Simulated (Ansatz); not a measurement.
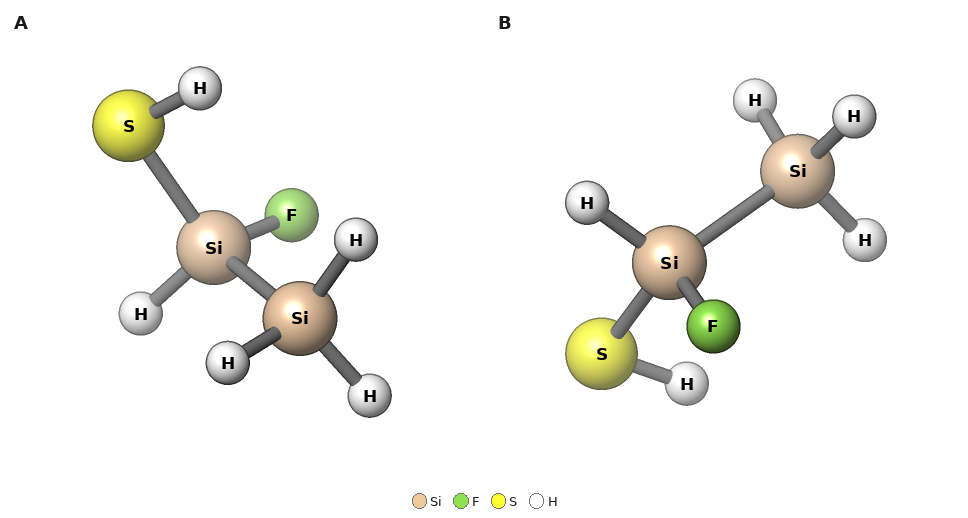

Atoms fade into the background with distance from the viewer. The geometry was computed by an optimisation with PBE0-D4/def2-TZVP.

**Can A be turned into B by a rotation alone?**

Yes. They are the same structure, FH5SSi2, seen from two directions: a rotation takes one into the other. The geometry is chiral (C1), so its mirror image would differ.
